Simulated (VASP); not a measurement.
Band structure of NbAs (relaxed from the zinc blende structure, space group F-43m). Method: PBEsol GGA, VASP's PBE PAW potentials (set 64) (plane waves; VASP 6.6.1).

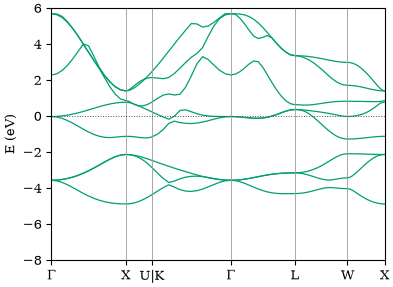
Figure: Bands along high-symmetry lines, zero at the valence-band maximum or, without a gap, the Fermi level

Task: Read the plot: is there a gap, and where are the band edges?

Result: It has no gap at this level: it comes out as a metal or semimetal. (Edges off the drawn lines would not show.)

The structure was generated: NbAs was put into the zinc blende type (F-43m), which need not be its known phase. It was relaxed first, which changed the volume by -32 %.
